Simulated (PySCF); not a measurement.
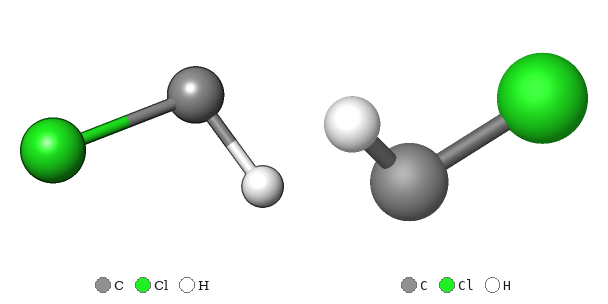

Both panels show the same species.

Identify the structure.

It has 3 atoms: 1 carbon, 1 hydrogen and 1 chlorine (CHCl). As SMILES it reads `[CH]Cl`. Among its groups: C–Cl bond. This geometry has Cs symmetry. Coordination: 1 C bent.

More results for the same structure follow; atom numbers are the same in all pictures, views and colours differ. The geometry was computed by an optimisation with PBE0-D3(BJ)/def2-TZVP. No frequency run is at hand to confirm it as a minimum.

Shape

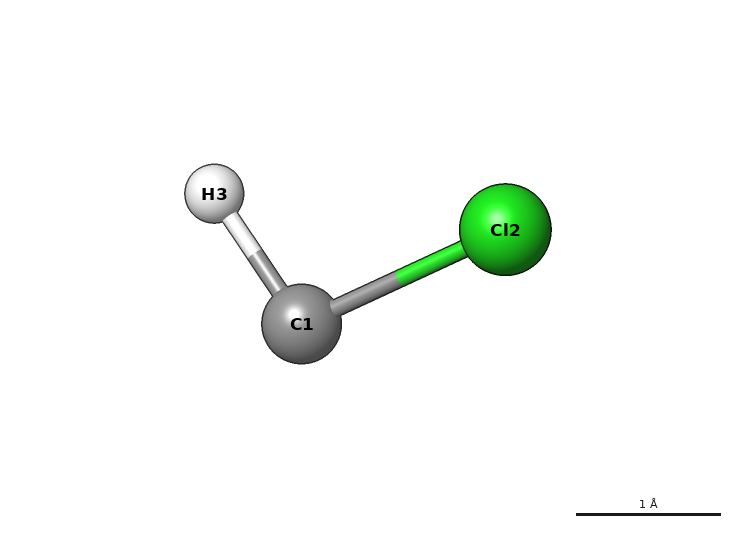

The atoms are numbered. No frequency run is at hand to confirm it as a minimum.

Estimate the angles Cl2–C1–H3.

| angle | degrees |
| --- | --- |
| Cl2–C1–H3 | 102.3 |

Dipole moment

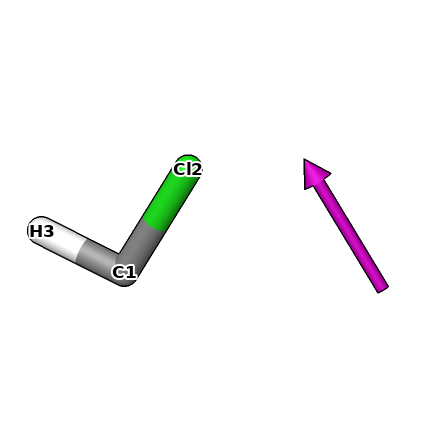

The arrow beside the molecule shows the direction of the dipole moment, from the negative to the positive end (its length means nothing). No frequency run is at hand to confirm it as a minimum. Properties computed with B97-2/pcSseg-2, gas phase (PySCF 2.14.0).

> Estimate the dipole moment.

1.68 D; it points from the side of C1 to the side of Cl2, H3 (the outermost atoms at the two ends).

NMR shielding

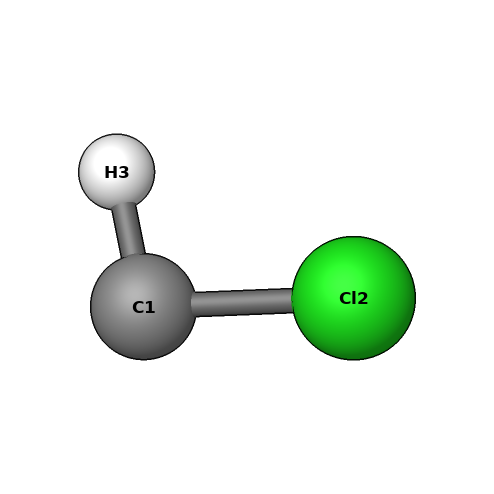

No frequency run is at hand to confirm it as a minimum. Level of theory: GIAO WP04/pcSseg-2 NMR shielding, non-relativistic, IEF-PCM chloroform (PySCF 2.14.0). Principal shieldings σ11 ≤ σ22 ≤ σ33, span Ω = σ33 − σ11, skew κ = 3(σiso − σ22)/Ω.

Give the shielding tensors of the Cl atoms.

```csv
atom,σ11,σ22,σ33,σiso,Ω,κ
Cl2,−1817.0,−367.5,865.0,−439.8,2681.9,−0.08
```

Shieldings and span in ppm.

Excitation

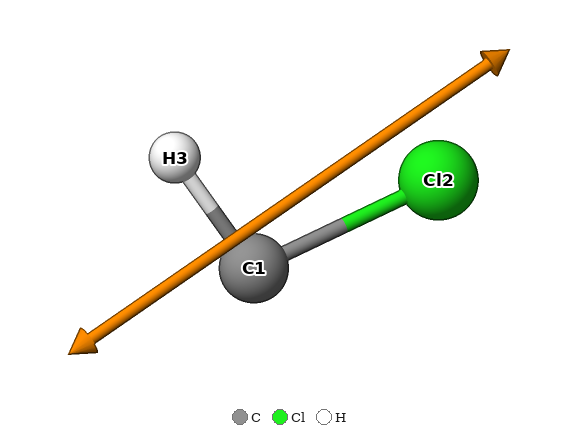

The double arrow shows the direction of the transition dipole to excited singlet state 5 (its length means nothing). No frequency run is at hand to confirm it as a minimum. Properties computed with TDDFT ωB97X-D/aug-cc-pVTZ, vertical, gas phase, core orbitals frozen in the response (PySCF 2.14.0).

> How is the transition polarised?

In the molecular plane, nearly parallel to the C1–Cl2 bond.

> Give its energy, strength and character.

6.99 eV (177 nm), oscillator strength 0.16, mainly HOMO−2 → LUMO (weight 0.71); transition dipole 2.48 D.
